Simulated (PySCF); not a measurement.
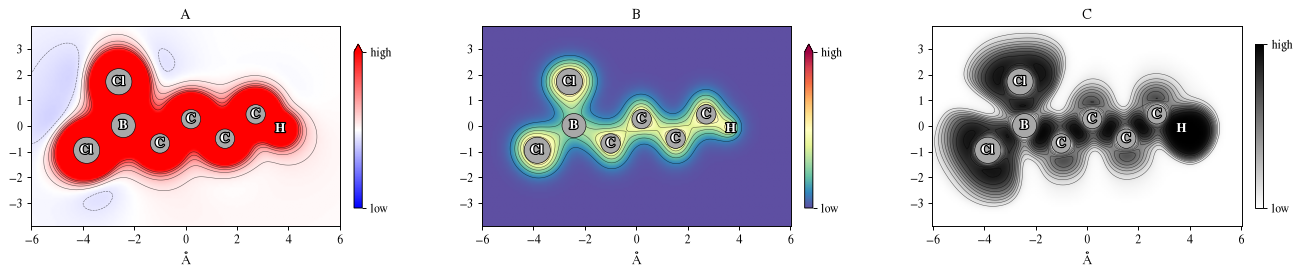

C4H9BCl2: 3 fields on the plane of atoms C2, C1 and H9, with unlabelled colour scales. Grey discs cover the atomic cores.

Geometry: GFN2-xTB, NEB image 0 of 0 to 8.

Level of theory: PySCF, PBE0/pcSseg-1, SCF density, gas phase, non-relativistic.

Match the panels to the quantities (electron density, electron localisation function and electrostatic potential).

Answer. Panel A: electrostatic potential (strongly positive close to the atoms and fading to about zero outside). Panel B: electron density. Panel C: electron localisation function. From the grid: C–C (1.52 Å): ρ is about 1.6 e/Å³ halfway; the ELF peaks at about 0.95 between the atoms: a covalent bond. C–B (1.59 Å): ρ is about 1.4 e/Å³ halfway; the ELF peaks at about 1 between the atoms: localised, covalent bonding.
